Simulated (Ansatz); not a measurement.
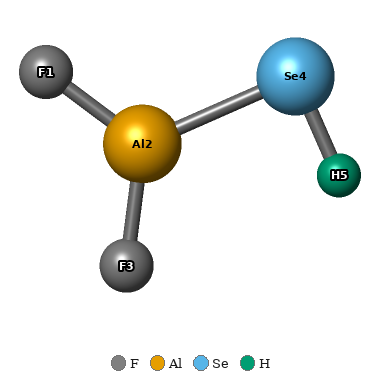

The system is AlF₂HSe, SMILES [F][Al]([F])[SeH]; the picture shows the grid point nearest to the relaxed geometry. Two internal coordinates are moved rigidly from the geometry relaxed at PBE0-D4/def2-TZVP, all others fixed. First axis: bond Al2–F3. Second axis: angle Se4–Al2–F3. The scan uses a 5 × 5 grid. All energies are given in kJ/mol relative to the lowest grid point. The calculation used Ansatz 0.2.0, RKS PBE-D4/def2-TZVPP.

Its coordinates:

| atom | x (Å) | y (Å) | z (Å) |
| --- | --- | --- | --- |
| F | 0.8200 | -0.3562 | 2.0135 |
| Al | 0.4067 | -0.2812 | 0.4318 |
| F | 1.2470 | -1.2117 | -0.6760 |
| Se | -1.3023 | 1.0880 | -0.2216 |
| H | -1.1024 | 0.6658 | -1.6158 |

Range: bond Al2–F3 from 1.474 to 1.965 Å; angle Se4–Al2–F3 from 103.3 to 139.3°.

What will the energy surface look like?

The lowest grid point is at bond Al2–F3 = 1.673 Å, angle Se4–Al2–F3 = 121.3°. It is the only kind of minimum in the scanned range. The highest grid point, bond Al2–F3 = 1.965 Å, angle Se4–Al2–F3 = 139.3°, lies 95 kJ/mol above the lowest. Round the minimum the two coordinates are weakly coupled (coupling 0.06 in units of the two stiffnesses).

| angle Se4–Al2–F3 ↓, bond Al2–F3 → | 1.474 | 1.555 | 1.673 | 1.812 | 1.965 |
| --- | --- | --- | --- | --- | --- |
| 139.3 | 77 | 31 | 16 | 42 | 95 |
| 130.3 | 66 | 20 | 4 | 29 | 81 |
| 121.3 | 63 | 16 | 0 | 24 | 75 |
| 112.3 | 70 | 22 | 4 | 27 | 76 |
| 103.3 | 86 | 37 | 17 | 37 | 85 |

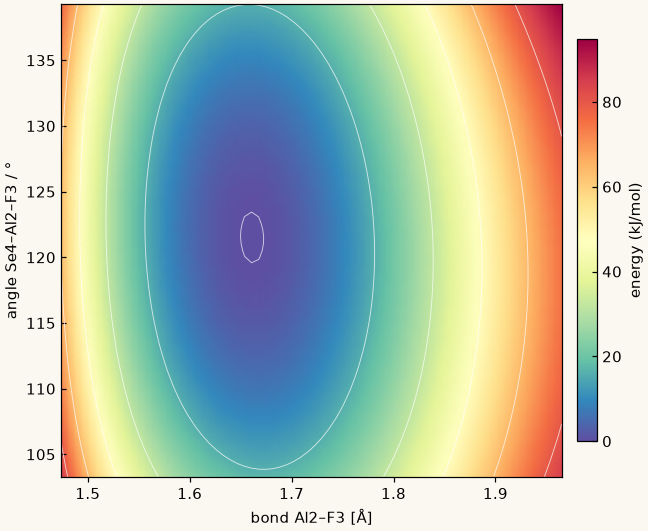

The picture shows a smooth colour map with a few white contour lines. Between grid points the surface is interpolated.
